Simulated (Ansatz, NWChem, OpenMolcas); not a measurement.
**A ladder of methods for PbO (SMILES [O][Pb])**

PbO: 2 atoms, total charge 0, spin state singlet. As SMILES, `[O][Pb]`. The bond length is the measured one.

```jsonl
{"atom": "O", "x (Å)": "0.0000", "y (Å)": "0.0000", "z (Å)": "0.0000"}
{"atom": "Pb", "x (Å)": "0.0000", "y (Å)": "0.0000", "z (Å)": "1.9218"}
```

Quantity: the HOMO–LUMO gap, in eV. The values are calculated.

| level | kind | program | value (eV) | CPU time |
| --- | --- | --- | --- | --- |
| HF/def2-TZVP (core potential) | Hartree–Fock | NWChem | 10.21 | 33 s |
| SVWN5/def2-TZVP (core potential) | LDA | NWChem | 3.22 | 20 s |
| BLYP/def2-TZVP (core potential) | GGA | Ansatz | 3.14 | 1.4 s |
| TPSS/def2-TZVP (core potential) | meta-GGA | NWChem | 3.35 | 32 s |
| B3LYP/def2-TZVP (core potential) | global hybrid | OpenMolcas | 4.64 | 15 s |
| CAM-B3LYP/def2-TZVP (core potential) | range-separated hybrid | NWChem | 7.25 | 53 s |
| wB97M-V/def2-TZVP (core potential) | range-separated hybrid | Ansatz | 8.97 | 7.8 s |
| PBE-QIDH/def2-TZVP (core potential) | double hybrid | Ansatz | 8.25 | 2.2 s |

The values span 3.14 to 10.21 eV. Orbital gaps aren't excitation energies, and those of double hybrids come from the SCF part alone; they tend to grow with the share of exact exchange. CPU times are rough (shared hosts, several kinds of processor): they show what a rung costs within a factor of a few.

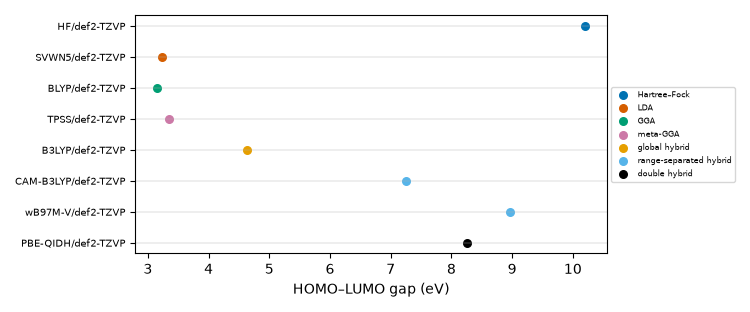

The values of the table, level by level.
